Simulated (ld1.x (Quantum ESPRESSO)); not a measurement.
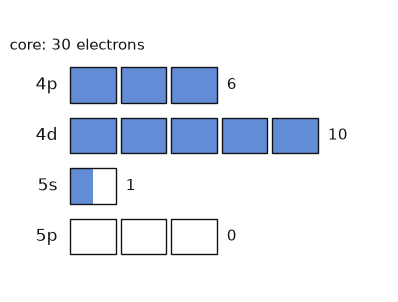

The valence shells of the reference configuration: a box for each of the 2l + 1 orbitals, shaded by the share of the shell that is filled, with the electron count at the right.

## Run report: Ag, pseudopotential generation (part 1 of 2)

System: silver (Ag, Z = 47), core [Ar] 3d10 4s2, reference valence 4p6 4d10 5s1 5p0, valence charge 17.
Method: RRKJ potential, LDA (PZ), fully relativistic, made with ld1.x (Quantum ESPRESSO) 7.5.

### Input
```
 &input
   title='Ag', zed=47., rel=2, dft='PZ', iswitch=3,
   config='[Kr] 4d10 5s1 5p0', rel_dist='average',
   nld=5, rlderiv=2.05, eminld=-6.0, emaxld=5.0, deld=0.02
 /
 &inputp
   pseudotype=2, tm=.false., rho0=0.02, lloc=0,
   nlcc=.true., new_core_ps=.true., rcore=1.10,
   file_pseudopw='Ag.UPF', file_wfcaegen='ae.wfc', file_wfcncgen='nc.wfc', file_beta='beta', file_chi='chi'
 /
3
4P  2  1   6.00   0.00  1.40  1.40  0.0
4D  3  2  10.00   0.00  1.30  1.30  0.0
5S  1  0   1.00   0.00  1.90  1.90  0.0
 &test
   configts(1)='4p6 4d10 5s1 5p0'
 /
```

### Input of the test run
```
 &input
   title='Ag', zed=47., rel=2, dft='PZ', iswitch=2,
   config='[Kr] 4d10 5s1 5p0', rel_dist='average'
 /
 &test
   file_pseudo='Ag.UPF', nconf=8,
   configts(1)='4p6 4d10 5s1 5p0',
   configts(2)='4p6 4d10 5s0 5p0',
   configts(3)='4p6 4d9 5s0 5p0',
   configts(4)='4p6 4d8 5s0 5p0',
   configts(5)='4p6 4d9 5s1 5p0',
   configts(6)='4p6 4d7 5s0 5p0',
   configts(7)='4p6 4d10 5s0 5p1',
   configts(8)='4p6 4d10 5s0.5 5p0'
 /
```

Hardware: 1 CPU thread, shared host.

Command:
```bash
ld1.x < Ag.in > Ag.out
```

### The program's output
```
     Program LD1 v.7.5
     --------------------------- All-electron run ----------------------------

     Ag
     dirac relativistic calculation

     atomic number is 47.00
     dft =PZ   lsd =0 sic =0 latt =0  beta=0.20 tr2=1.0E-14
     Exchange-correlation= PZ
                           (   1   1   0   0   0   0   0)
     mesh =1237 r(mesh) =  99.46963 a.u. xmin = -7.00 dx = 0.01250
     1 Ry =  13.60569312 eV, c = 137.03599908

     n l j   nl                  e(Ry)          e(Ha)          e(eV)
     Spin orbit split results
     1 0 0.5 1S 1( 2.00)     -1858.3509      -929.1755    -25284.1523
     2 0 0.5 2S 1( 2.00)      -273.6153      -136.8076     -3722.7252
     2 1 0.5 2P 1( 2.00)      -254.4218      -127.2109     -3461.5845
     2 1 1.5 2P 1( 4.00)      -241.5550      -120.7775     -3286.5227
     3 0 0.5 3S 1( 2.00)       -50.1298       -25.0649      -682.0502
     3 1 0.5 3P 1( 2.00)       -42.4857       -21.2428      -578.0473
     3 1 1.5 3P 1( 4.00)       -40.2147       -20.1073      -547.1485
     4 0 0.5 4S 1( 2.00)        -6.9840        -3.4920       -95.0217
     4 1 0.5 4P 1( 2.00)        -4.5714        -2.2857       -62.1969
     4 1 1.5 4P 1( 4.00)        -4.1922        -2.0961       -57.0372
     3 2 1.5 3D 1( 4.00)       -26.6288       -13.3144      -362.3033
     3 2 2.5 3D 1( 6.00)       -26.1710       -13.0855      -356.0740
     4 2 1.5 4D 1( 4.00)        -0.5882        -0.2941        -8.0035
     4 2 2.5 4D 1( 6.00)        -0.5470        -0.2735        -7.4420
     5 0 0.5 5S 1( 1.00)        -0.3470        -0.1735        -4.7208
     5 1 0.5 5P 1( 0.00)        -0.0691        -0.0345        -0.9395
     5 1 1.5 5P 1( 0.00)        -0.0593        -0.0297        -0.8069
     Averaged results
     1 0     1S 1( 2.00)     -1858.3509      -929.1755    -25284.1523
     2 0     2S 1( 2.00)      -273.6153      -136.8076     -3722.7252
     2 1     2P 1( 6.00)      -245.8439      -122.9219     -3344.8766
     3 0     3S 1( 2.00)       -50.1298       -25.0649      -682.0502
     3 1     3P 1( 6.00)       -40.9717       -20.4858      -557.4481
     4 0     4S 1( 2.00)        -6.9840        -3.4920       -95.0217
     4 1     4P 1( 6.00)        -4.3186        -2.1593       -58.7571
     3 2     3D 1(10.00)       -26.3541       -13.1770      -358.5657
     4 2     4D 1(10.00)        -0.5635        -0.2817        -7.6666
     5 0     5S 1( 1.00)        -0.3470        -0.1735        -4.7208
     5 1     5P 1( 0.00)        -0.0626        -0.0313        -0.8511

     final scf error:  1.4E-15 reached in  26 iterations

     Etot =  -10624.672538 Ry,   -5312.336269 Ha, -144556.034079 eV

     Ekin =   11116.258490 Ry,    5558.129245 Ha,  151244.401698 eV
     Encl =  -25776.370444 Ry,  -12888.185222 Ha, -350705.386084 eV
     Eh   =    4324.363335 Ry,    2162.181668 Ha,   58835.960489 eV
     Exc  =    -288.923919 Ry,    -144.461960 Ha,   -3931.010182 eV

     normalization and overlap integrals

     s(1S/1S) =  1.000000  <r> =   0.0311  <r2> =    0.0013  r(max) =   0.0202
     s(2S/2S) =  1.000000  <r> =   0.1347  <r2> =    0.0214  r(max) =   0.1136
     s(2P/2P) =  1.000000  <r> =   0.1142  <r2> =    0.0160  r(max) =   0.0885
     s(2P/2P) =  1.000000  <r> =   0.1192  <r2> =    0.0173  r(max) =   0.0930
     s(3S/3S) =  1.000000  <r> =   0.3690  <r2> =    0.1559  r(max) =   0.3328
     s(3P/3P) =  1.000000  <r> =   0.3605  <r2> =    0.1512  r(max) =   0.3206
     s(3P/3P) =  1.000000  <r> =   0.3714  <r2> =    0.1603  r(max) =   0.3287
     s(4S/4S) =  1.000000  <r> =   0.9112  <r2> =    0.9424  r(max) =   0.8186
     s(4P/4P) =  1.000000  <r> =   0.9785  <r2> =    1.0997  r(max) =   0.8606
     s(4P/4P) =  1.000000  <r> =   1.0109  <r2> =    1.1744  r(max) =   0.8824
     s(3D/3D) =  1.000000  <r> =   0.3440  <r2> =    0.1411  r(max) =   0.2725
     s(3D/3D) =  1.000000  <r> =   0.3475  <r2> =    0.1439  r(max) =   0.2759
     s(4D/4D) =  1.000000  <r> =   1.4058  <r2> =    2.4614  r(max) =   1.0252
     s(4D/4D) =  1.000000  <r> =   1.4328  <r2> =    2.5654  r(max) =   1.0381
     s(5S/5S) =  1.000000  <r> =   3.1082  <r2> =   11.2365  r(max) =   2.4902
     s(5P/5P) =  1.000000  <r> =   4.8200  <r2> =   28.2651  r(max) =   3.5337
     s(5P/5P) =  1.000000  <r> =   5.0738  <r2> =   31.3809  r(max) =   3.7149

     ------------------------ End of All-electron run ------------------------

     --------------------- Generating NC pseudopotential ---------------------

      Generating local pot.: lloc=0, matching radius rcloc =   1.9000

      Computing core charge for nlcc:

       r > 1.11 : true rho core
      Core charge pseudized with two Bessel functions
      Integrated core pseudo-charge :   3.77

     Fully relativistic calculation: |psi|^2

     Wfc 4P LC norm =  0.99961260 SC norm =  0.00038726 missing  0.00000014

     Wfc 4P LC norm =  0.99963357 SC norm =  0.00036588 missing  0.00000054

     Wfc 4D LC norm =  0.99979149 SC norm =  0.00020847 missing  0.00000003

     Wfc 4D LC norm =  0.99979774 SC norm =  0.00019717 missing  0.00000509

      Wfc   4P  rcut= 1.384  Estimated cut-off energy=       95.22 Ry
      This function has    0 nodes for 0 < r <    1.384

      Wfc   4P  rcut= 1.384  Estimated cut-off energy=       94.92 Ry
      This function has    0 nodes for 0 < r <    1.384

      Wfc   4D  rcut= 1.316  Estimated cut-off energy=      134.12 Ry
      This function has    0 nodes for 0 < r <    1.316

      Wfc   4D  rcut= 1.316  Estimated cut-off energy=      134.03 Ry
      This function has    0 nodes for 0 < r <    1.316

     ------------------- End of pseudopotential generation -------------------

     --------------------------- All-electron run ----------------------------

     Ag
     dirac relativistic calculation

     atomic number is 47.00
     dft =PZ   lsd =0 sic =0 latt =0  beta=0.20 tr2=1.0E-14
     Exchange-correlation= PZ
                           (   1   1   0   0   0   0   0)
     mesh =1237 r(mesh) =  99.46963 a.u. xmin = -7.00 dx = 0.01250
     1 Ry =  13.60569312 eV, c = 137.03599908

     n l j   nl                  e(Ry)          e(Ha)          e(eV)
     Spin orbit split results
     1 0 0.5 1S 1( 2.00)     -1858.3509      -929.1755    -25284.1523
     2 0 0.5 2S 1( 2.00)      -273.6153      -136.8076     -3722.7252
     2 1 0.5 2P 1( 2.00)      -254.4218      -127.2109     -3461.5845
     2 1 1.5 2P 1( 4.00)      -241.5550      -120.7775     -3286.5227
     3 0 0.5 3S 1( 2.00)       -50.1298       -25.0649      -682.0502
     3 1 0.5 3P 1( 2.00)       -42.4857       -21.2428      -578.0473
     3 1 1.5 3P 1( 4.00)       -40.2147       -20.1073      -547.1485
     4 0 0.5 4S 1( 2.00)        -6.9840        -3.4920       -95.0217
     4 1 0.5 4P 1( 2.00)        -4.5714        -2.2857       -62.1969
     4 1 1.5 4P 1( 4.00)        -4.1922        -2.0961       -57.0372
     3 2 1.5 3D 1( 4.00)       -26.6288       -13.3144      -362.3033
     3 2 2.5 3D 1( 6.00)       -26.1710       -13.0855      -356.0740
     4 2 1.5 4D 1( 4.00)        -0.5882        -0.2941        -8.0035
     4 2 2.5 4D 1( 6.00)        -0.5470        -0.2735        -7.4420
     5 0 0.5 5S 1( 1.00)        -0.3470        -0.1735        -4.7208
     5 1 0.5 5P 1( 0.00)        -0.0691        -0.0345        -0.9395
     5 1 1.5 5P 1( 0.00)        -0.0593        -0.0297        -0.8069
     Averaged results
     1 0     1S 1( 2.00)     -1858.3509      -929.1755    -25284.1523
     2 0     2S 1( 2.00)      -273.6153      -136.8076     -3722.7252
     2 1     2P 1( 6.00)      -245.8439      -122.9219     -3344.8766
     3 0     3S 1( 2.00)       -50.1298       -25.0649      -682.0502
     3 1     3P 1( 6.00)       -40.9717       -20.4858      -557.4481
     4 0     4S 1( 2.00)        -6.9840        -3.4920       -95.0217
     4 1     4P 1( 6.00)        -4.3186        -2.1593       -58.7571
     3 2     3D 1(10.00)       -26.3541       -13.1770      -358.5657
     4 2     4D 1(10.00)        -0.5635        -0.2817        -7.6666
     5 0     5S 1( 1.00)        -0.3470        -0.1735        -4.7208
     5 1     5P 1( 0.00)        -0.0626        -0.0313        -0.8511

     final scf error:  1.4E-15 reached in  26 iterations

     Etot =  -10624.672538 Ry,   -5312.336269 Ha, -144556.034079 eV

     Ekin =   11116.258490 Ry,    5558.129245 Ha,  151244.401698 eV
     Encl =  -25776.370444 Ry,  -12888.185222 Ha, -350705.386084 eV
     Eh   =    4324.363335 Ry,    2162.181668 Ha,   58835.960489 eV
     Exc  =    -288.923919 Ry,    -144.461960 Ha,   -3931.010182 eV

     normalization and overlap integrals

     s(1S/1S) =  1.000000  <r> =   0.0311  <r2> =    0.0013  r(max) =   0.0202
     s(2S/2S) =  1.000000  <r> =   0.1347  <r2> =    0.0214  r(max) =   0.1136
     s(2P/2P) =  1.000000  <r> =   0.1142  <r2> =    0.0160  r(max) =   0.0885
     s(2P/2P) =  1.000000  <r> =   0.1192  <r2> =    0.0173  r(max) =   0.0930
     s(3S/3S) =  1.000000  <r> =   0.3690  <r2> =    0.1559  r(max) =   0.3328
     s(3P/3P) =  1.000000  <r> =   0.3605  <r2> =    0.1512  r(max) =   0.3206
     s(3P/3P) =  1.000000  <r> =   0.3714  <r2> =    0.1603  r(max) =   0.3287
     s(4S/4S) =  1.000000  <r> =   0.9112  <r2> =    0.9424  r(max) =   0.8186
     s(4P/4P) =  1.000000  <r> =   0.9785  <r2> =    1.0997  r(max) =   0.8606
     s(4P/4P) =  1.000000  <r> =   1.0109  <r2> =    1.1744  r(max) =   0.8824
     s(3D/3D) =  1.000000  <r> =   0.3440  <r2> =    0.1411  r(max) =   0.2725
     s(3D/3D) =  1.000000  <r> =   0.3475  <r2> =    0.1439  r(max) =   0.2759
     s(4D/4D) =  1.000000  <r> =   1.4058  <r2> =    2.4614  r(max) =   1.0252
     s(4D/4D) =  1.000000  <r> =   1.4328  <r2> =    2.5654  r(max) =   1.0381
     s(5S/5S) =  1.000000  <r> =   3.1082  <r2> =   11.2365  r(max) =   2.4902
     s(5P/5P) =  1.000000  <r> =   4.8200  <r2> =   28.2651  r(max) =   3.5337
     s(5P/5P) =  1.000000  <r> =   5.0738  <r2> =   31.3809  r(max) =   3.7149

     ------------------------ End of All-electron run ------------------------

     Computing logarithmic derivative in   2.05160
     Computing logarithmic derivative in   2.05160
     Computing the partial wave expansion
       no projector for channel:   0
     R is outside the sphere for l=    1 j= 0.50
     R is outside the sphere for l=    1 j= 1.50
     R is outside the sphere for l=    2 j= 1.50
     R is outside the sphere for l=    2 j= 2.50

     ---------------------- Testing the pseudopotential ----------------------

     Ag
     dirac relativistic calculation

     atomic number is 47.00   valence charge is 17.00
     dft =PZ   lsd =0 sic =0 latt =0  beta=0.20 tr2=1.0E-14
     mesh =1237 r(mesh) =  99.46963 xmin = -7.00 dx = 0.01250

     n l  j  nl             e AE (Ry)       e PS (Ry)    De AE-PS (Ry)
     2 1 0.5 4P   1( 2.00)       -4.57139       -4.57139       -0.00000
     2 1 1.5 4P   1( 4.00)       -4.19215       -4.19215       -0.00000
     3 2 1.5 4D   1( 4.00)       -0.58825       -0.58825       -0.00000
     3 2 2.5 4D   1( 6.00)       -0.54698       -0.54698        0.00000
     1 0 0.5 5S   1( 1.00)       -0.34697       -0.34697       -0.00000
     3 1 0.5 5P   1( 0.00)       -0.06906       -0.03956       -0.02950  !
     3 1 1.5 5P   1( 0.00)       -0.05931       -0.03608       -0.02323  !

     eps = 1.2E-15  iter = 12

     Etot =  -10624.672538 Ry,   -5312.336269 Ha, -144556.034079 eV
     Etotps =  -229.011004 Ry,    -114.505502 Ha,   -3115.853439 eV

     Ekin =      99.835910 Ry,      49.917955 Ha,    1358.336758 eV
     Encl =    -353.525363 Ry,    -176.762681 Ha,   -4809.957595 eV
     Ehrt =     197.242955 Ry,      98.621477 Ha,    2683.627116 eV
     Ecxc =     -32.022422 Ry,     -16.011211 Ha,    -435.687254 eV
     (Ecc =      -5.406473 Ry,      -2.703236 Ha,     -73.558808 eV)
     Epseu=    -140.542084 Ry,     -70.271042 Ha,   -1912.172465 eV

     ---------------------- End of pseudopotential test ----------------------
```

### Output of the test run (extracts)
```
     ---------------------- Testing the pseudopotential ----------------------

     Ag
     dirac relativistic calculation

     atomic number is 47.00   valence charge is 17.00
     dft =PZ   lsd =0 sic =0 latt =0  beta=0.20 tr2=1.0E-14
     mesh =1237 r(mesh) =  99.46963 xmin = -7.00 dx = 0.01250

     n l  j  nl             e AE (Ry)       e PS (Ry)    De AE-PS (Ry)
     2 1 0.5 4P   1( 2.00)       -4.57139       -4.57139       -0.00000
     2 1 1.5 4P   1( 4.00)       -4.19215       -4.19215       -0.00000
     3 2 1.5 4D   1( 4.00)       -0.58825       -0.58825       -0.00000
     3 2 2.5 4D   1( 6.00)       -0.54698       -0.54698        0.00000
     1 0 0.5 5S   1( 1.00)       -0.34697       -0.34697       -0.00000
     3 1 0.5 5P   1( 0.00)       -0.06906       -0.03956       -0.02950  !
     3 1 1.5 5P   1( 0.00)       -0.05931       -0.03608       -0.02323  !

     eps = 7.4E-15  iter = 14

     Etot =  -10624.672538 Ry,   -5312.336269 Ha, -144556.034079 eV
     Etotps =  -229.011000 Ry,    -114.505500 Ha,   -3115.853388 eV

     Ekin =      99.835914 Ry,      49.917957 Ha,    1358.336813 eV
     Encl =    -353.525361 Ry,    -176.762681 Ha,   -4809.957578 eV
     Ehrt =     197.242954 Ry,      98.621477 Ha,    2683.627098 eV
     Ecxc =     -32.022422 Ry,     -16.011211 Ha,    -435.687252 eV
     (Ecc =      -5.406473 Ry,      -2.703236 Ha,     -73.558808 eV)
     Epseu=    -140.542084 Ry,     -70.271042 Ha,   -1912.172469 eV

     ---------------------- End of pseudopotential test ----------------------

     ---------------------- Testing the pseudopotential ----------------------

     Ag
     dirac relativistic calculation

     atomic number is 47.00   valence charge is 17.00
     dft =PZ   lsd =0 sic =0 latt =0  beta=0.20 tr2=1.0E-14
     mesh =1237 r(mesh) =  99.46963 xmin = -7.00 dx = 0.01250

     n l  j  nl             e AE (Ry)       e PS (Ry)    De AE-PS (Ry)
     2 1 0.5 4P   1( 2.00)       -5.18205       -5.17757       -0.00448
     2 1 1.5 4P   1( 4.00)       -4.80357       -4.79957       -0.00400
     3 2 1.5 4D   1( 4.00)       -1.19541       -1.19412       -0.00129
     3 2 2.5 4D   1( 6.00)       -1.15341       -1.15223       -0.00118
     1 0 0.5 5S   1( 0.00)       -0.85450       -0.85591        0.00141
     3 1 0.5 5P   1( 0.00)       -0.48671       -0.41359       -0.07312  !
     3 1 1.5 5P   1( 0.00)       -0.46527       -0.40440       -0.06087  !

     eps = 8.9E-15  iter = 11

     Etot =  -10624.076885 Ry,   -5312.038443 Ha, -144547.929814 eV
     Etotps =  -228.414806 Ry,    -114.207403 Ha,   -3107.741750 eV
     dEtot_ae =       0.595652 Ry
     dEtot_ps =       0.596194 Ry,   Delta E=      -0.000542 Ry

     Ekin =     100.630826 Ry,      50.315413 Ha,    1369.152138 eV
     Encl =    -342.770301 Ry,    -171.385151 Ha,   -4663.627531 eV
     Ehrt =     187.183046 Ry,      93.591523 Ha,    2546.755082 eV
     Ecxc =     -31.666433 Ry,     -15.833217 Ha,    -430.843770 eV
     (Ecc =      -5.406473 Ry,      -2.703236 Ha,     -73.558808 eV)
     Epseu=    -141.791943 Ry,     -70.895972 Ha,   -1929.177669 eV

     ---------------------- End of pseudopotential test ----------------------

     ---------------------- Testing the pseudopotential ----------------------

     Ag
     dirac relativistic calculation

     atomic number is 47.00   valence charge is 17.00
     dft =PZ   lsd =0 sic =0 latt =0  beta=0.20 tr2=1.0E-14
     mesh =1237 r(mesh) =  99.46963 xmin = -7.00 dx = 0.01250

     n l  j  nl             e AE (Ry)       e PS (Ry)    De AE-PS (Ry)
     2 1 0.5 4P   1( 2.00)       -6.22213       -6.24222        0.02009  !
     2 1 1.5 4P   1( 4.00)       -5.83937       -5.85868        0.01931  !
     3 2 1.5 4D   1( 3.60)       -2.16950       -2.18263        0.01313  !
     3 2 2.5 4D   1( 5.40)       -2.12374       -2.13657        0.01283  !
     1 0 0.5 5S   1( 0.00)       -1.55305       -1.55669        0.00365
     3 1 0.5 5P   1( 0.00)       -1.08916       -0.94859       -0.14057  !
     3 1 1.5 5P   1( 0.00)       -1.05342       -0.93303       -0.12038  !

     eps = 1.5E-16  iter = 10

     Etot =  -10622.431668 Ry,   -5311.215834 Ha, -144525.545495 eV
     Etotps =  -226.764463 Ry,    -113.382232 Ha,   -3085.287698 eV
     dEtot_ae =       2.240870 Ry
     dEtot_ps =       2.246537 Ry,   Delta E=      -0.005667 Ry

     Ekin =      98.231316 Ry,      49.115658 Ha,    1336.505142 eV
     Encl =    -326.410308 Ry,    -163.205154 Ha,   -4441.038487 eV
     Ehrt =     171.165288 Ry,      85.582644 Ha,    2328.822382 eV
     Ecxc =     -30.630010 Ry,     -15.315005 Ha,    -416.742512 eV
     (Ecc =      -5.406473 Ry,      -2.703236 Ha,     -73.558808 eV)
     Epseu=    -139.120749 Ry,     -69.560375 Ha,   -1892.834223 eV

     ---------------------- End of pseudopotential test ----------------------

     ---------------------- Testing the pseudopotential ----------------------

     Ag
     dirac relativistic calculation

     atomic number is 47.00   valence charge is 17.00
     dft =PZ   lsd =0 sic =0 latt =0  beta=0.20 tr2=1.0E-14
     mesh =1237 r(mesh) =  99.46963 xmin = -7.00 dx = 0.01250

     n l  j  nl             e AE (Ry)       e PS (Ry)    De AE-PS (Ry)
     2 1 0.5 4P   1( 2.00)       -7.38860       -7.44281        0.05421  !
     2 1 1.5 4P   1( 4.00)       -6.99964       -7.05145        0.05182  !
     3 2 1.5 4D   1( 3.20)       -3.26064       -3.29488        0.03424  !
     3 2 2.5 4D   1( 4.80)       -3.21098       -3.24442        0.03344  !
     1 0 0.5 5S   1( 0.00)       -2.33343       -2.34859        0.01516  !
     3 1 0.5 5P   1( 0.00)       -1.78598       -1.56432       -0.22166  !
     3 1 1.5 5P   1( 0.00)       -1.73596       -1.54276       -0.19321  !

     eps = 5.8E-17  iter =  9

     Etot =  -10619.753996 Ry,   -5309.876998 Ha, -144489.113915 eV
     Etotps =  -224.063812 Ry,    -112.031906 Ha,   -3048.543467 eV
     dEtot_ae =       4.918541 Ry
     dEtot_ps =       4.947188 Ry,   Delta E=      -0.028647 Ry

     Ekin =      94.820130 Ry,      47.410065 Ha,    1290.093587 eV
     Encl =    -308.573465 Ry,    -154.286733 Ha,   -4198.355877 eV
     Ehrt =     154.225944 Ry,      77.112972 Ha,    2098.350861 eV
     Ecxc =     -29.399698 Ry,     -14.699849 Ha,    -400.003267 eV
     (Ecc =      -5.406473 Ry,      -2.703236 Ha,     -73.558808 eV)
     Epseu=    -135.136722 Ry,     -67.568361 Ha,   -1838.628770 eV

     ---------------------- End of pseudopotential test ----------------------

     ---------------------- Testing the pseudopotential ----------------------

     Ag
     dirac relativistic calculation

     atomic number is 47.00   valence charge is 17.00
     dft =PZ   lsd =0 sic =0 latt =0  beta=0.20 tr2=1.0E-14
     mesh =1237 r(mesh) =  99.46963 xmin = -7.00 dx = 0.01250

     n l  j  nl             e AE (Ry)       e PS (Ry)    De AE-PS (Ry)
     2 1 0.5 4P   1( 2.00)       -5.49958       -5.51903        0.01945  !
     2 1 1.5 4P   1( 4.00)       -5.11669       -5.13496        0.01827  !
     3 2 1.5 4D   1( 3.60)       -1.45797       -1.46829        0.01031  !
     3 2 2.5 4D   1( 5.40)       -1.41313       -1.42309        0.00996  !
     1 0 0.5 5S   1( 1.00)       -0.96649       -0.96578       -0.00071
     3 1 0.5 5P   1( 0.00)       -0.57125       -0.48033       -0.09092  !
     3 1 1.5 5P   1( 0.00)       -0.54650       -0.47012       -0.07638  !

     eps = 9.2E-15  iter = 13

     Etot =  -10623.689033 Ry,   -5311.844517 Ha, -144542.652823 eV
     Etotps =  -228.022879 Ry,    -114.011439 Ha,   -3102.409314 eV
     dEtot_ae =       0.983504 Ry
     dEtot_ps =       0.988121 Ry,   Delta E=      -0.004617 Ry

     Ekin =      97.507541 Ry,      48.753770 Ha,    1326.657680 eV
     Encl =    -338.950122 Ry,    -169.475061 Ha,   -4611.651349 eV
     Ehrt =     182.370164 Ry,      91.185082 Ha,    2481.272488 eV
     Ecxc =     -31.100611 Ry,     -15.550305 Ha,    -423.145368 eV
     (Ecc =      -5.406473 Ry,      -2.703236 Ha,     -73.558808 eV)
     Epseu=    -137.849851 Ry,     -68.924925 Ha,   -1875.542765 eV
```

(Continued in part 2.) Outcome of the run: generated.
